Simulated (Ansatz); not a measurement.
CH$_{7}$AlO$_{2}$···HF

```yaml
atoms:
  - { symbol: Al, position_ang: [-1.2225, 0.7136, 0.0662] }
  - { symbol: O, position_ang: [0.5148, 0.0859, -0.5251] }
  - { symbol: C, position_ang: [0.6947, -0.9187, -1.5326] }
  - { symbol: H, position_ang: [-2.1959, -0.5003, -0.3169] }
  - { symbol: H, position_ang: [-1.4447, 2.2143, -0.4506] }
  - { symbol: H, position_ang: [0.4812, 0.1456, 1.9472] }
  - { symbol: O, position_ang: [-0.7172, 0.7028, 1.8294] }
  - { symbol: H, position_ang: [1.0714, -0.1291, 0.3335] }
  - { symbol: F, position_ang: [1.4173, -0.3133, 1.7139] }
  - { symbol: H, position_ang: [0.1716, -0.5920, -2.4513] }
  - { symbol: H, position_ang: [0.2797, -1.8972, -1.2114] }
  - { symbol: H, position_ang: [1.7743, -1.0247, -1.7572] }
  - { symbol: H, position_ang: [-0.8247, 1.5130, 2.3549] }
```

Level of theory: Ansatz 0.2.0, RKS PBE/def2-SVP.

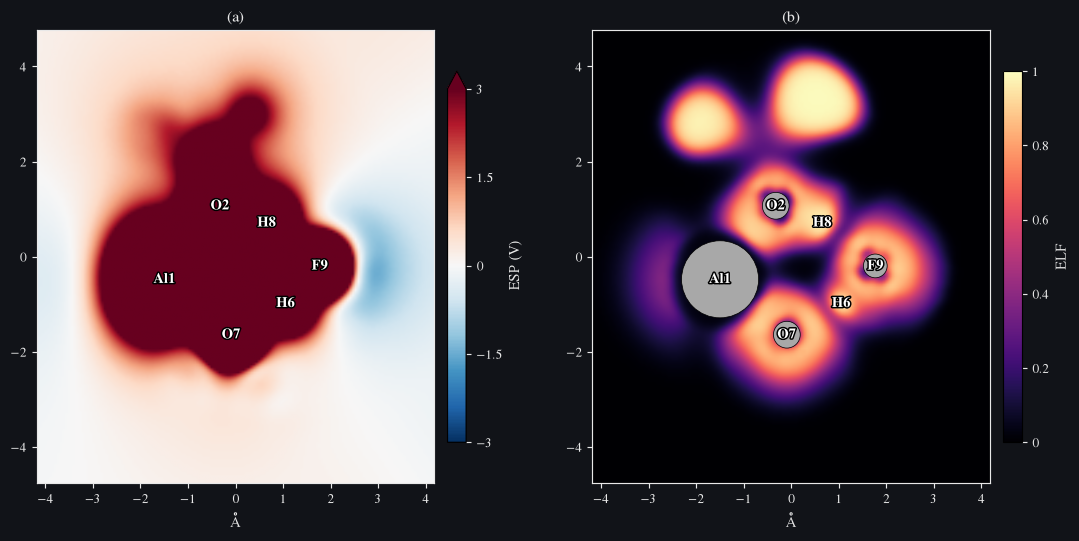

Figure 1. (a) molecular electrostatic potential; (b) ELF on the plane of atoms Al1, O2 and H8. Grey discs cover the atomic cores in the ELF map.

> What do the fields say about this system?

The plane passes through Al, O, H and F nuclei. O7···H6 (1.33 Å): the ELF peaks at about 0.90 between the atoms. Al–O (1.83 Å): the ELF peaks at about 0.90 in the valence shell of O, 0.6 Å from its nucleus, and is about 0.50 at the midpoint. Al–O (1.94 Å): the ELF peaks at about 0.90 in the valence shell of O, 0.7 Å from its nucleus, and is about 0.50 at the midpoint. F–H (1.07 Å): the ELF climbs to about 0.90 towards the hydrogen, as it does in any bond to H. The ELF also peaks beside F9, away from the bonds: lone-pair regions. Outside the dense part of the complex the potential is most negative (−1.5 V) near F9.

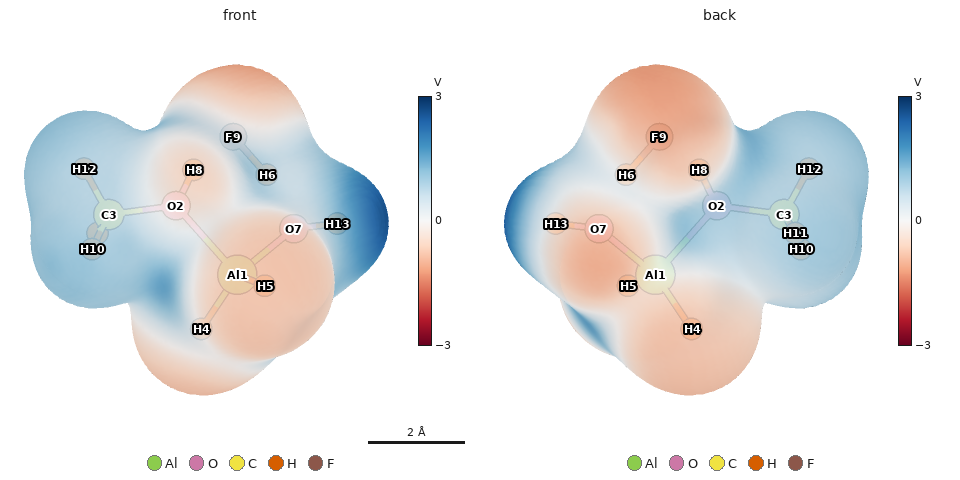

Figure 2. The electrostatic potential painted on the density surface at 0.002 e/bohr³, seen from the front and from behind; the colour scale runs from red (negative) to blue (positive).

> Which sites attract a positive test charge, and which a negative one?

A positive charge is drawn to the negative regions and a negative charge to the positive ones. The most negative region (about −1.2 V, or −28 kcal/mol for a unit charge) lies over F9, the most positive (about +2.5 V, or +58 kcal/mol for a unit charge) over H13.

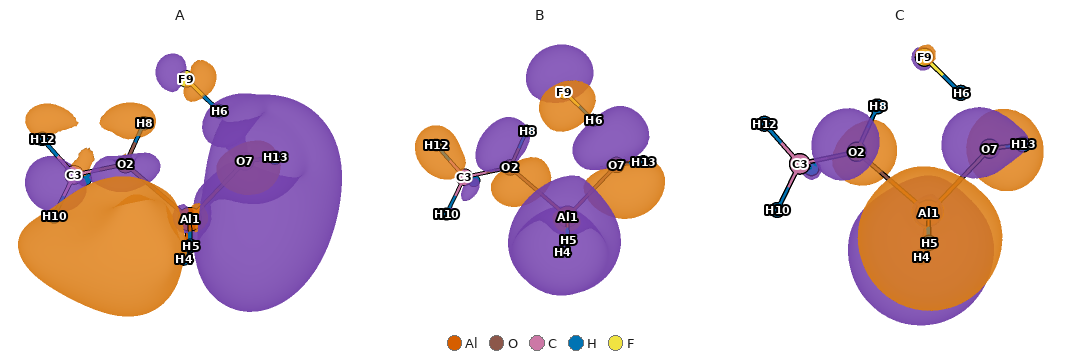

Figure 3. Three frontier orbitals at ±0.06 Å⁻³ᐟ² (orange and purple are the two phases), in no order.

> Which picture is the HOMO−1, the HOMO and the LUMO?

B is the HOMO−1 (−7.61 eV). Its weight (Hirshfeld) is mainly on O7 (about 25 %), Al1 (about 20 %), H5 (about 20 %), F9 (about 15 %), H4 (about 10 %) and O2 (about 5 %). C is the HOMO (−6.35 eV). By Hirshfeld shares it lies mainly on H4 (about 30 %), Al1 (about 30 %), H5 (about 25 %) and O7 (about 10 %). A is the LUMO (−0.24 eV). It lies mainly on Al1 (about 50 %), H13 (about 10 %) and O7 (about 10 %).

> What is the HOMO–LUMO gap?

6.11 eV between the orbital energies.
